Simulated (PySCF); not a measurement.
# BeBrH2: the cost of one run

Programs: PySCF 2.14.0. All values are calculated, for the isolated system unless a continuum is named. Atoms count from 0, parts from 1.

### 1 Starting point

4 atoms, charge -1, multiplicity 1; geometry: GFN2-xTB. Parts: 1 = atoms 0–2, `[BeH2]`, charge 0; 2 = atom 3, `[Br-]`, charge -1.

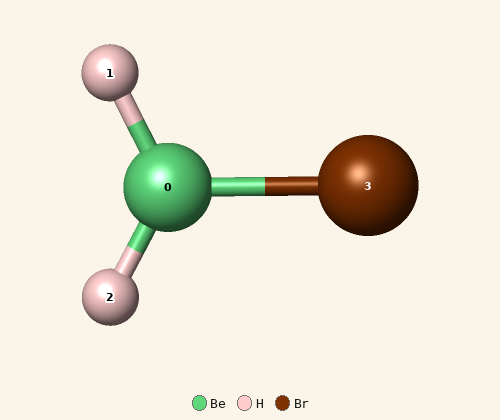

The starting geometry (beryllium green, hydrogen pink, bromine brown), atoms numbered.

### 2 Optimising the geometry at PBE0-D3(BJ)/def2-TZVPD

The job: settings as JSON, then the geometry in Å.

```
{"job": {"xc": "PBE0", "basis": "def2-TZVPD", "d3": "d3bj", "grid": 3, "kind": "geom", "shake": 0.01}, "charge": -1, "multiplicity": 1, "parts": [{"atoms": "0-2", "charge": 0, "multiplicity": 1}, {"atoms": "3-3", "charge": -1, "multiplicity": 1}]}
Be    -0.111298    -0.111389    -0.439054
H      0.129881     1.172741    -0.087553
H     -0.071702    -1.144428     0.369560
Br    -0.685789    -0.436604    -2.438375
```

Launch:

```console
> OMP_NUM_THREADS=1 python cluster_run.py task.json out
```

One launch serves the whole session: the jobs run in the order shown.

Q: Estimate the wall time and peak memory of this first job on 1 thread of Arm Neoverse N1, shared host.

About 16 s, with a peak of 0.43 GiB.
